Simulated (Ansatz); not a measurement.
# Ge (diamond structure), cut as (100) film, 4 layers, 2x1 monofluoride, F-ended

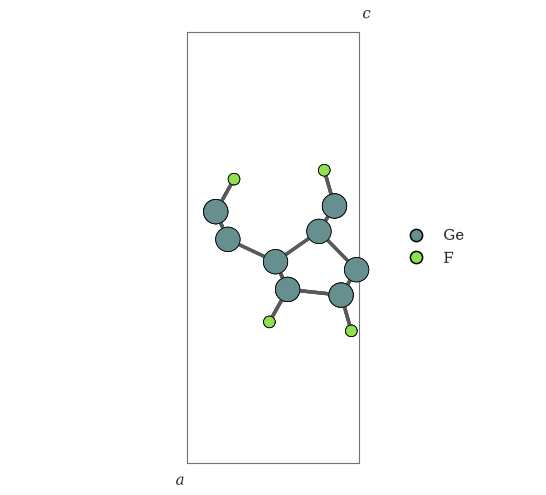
Figure. Relaxed structure, one periodic cell

The numbers are results of PBE (plane waves to 420 eV, PAW; Ansatz, a program for electronic structure), not measurements.

* **change of bonding against the cut**: none
* **number of neighbours within 2.979 Å (ending not counted)**: 3 for 8 atoms, 4 for 8 atoms
* **mean Ge-Ge distance (least to greatest)**: 2.500 Å (2.477 to 2.543)
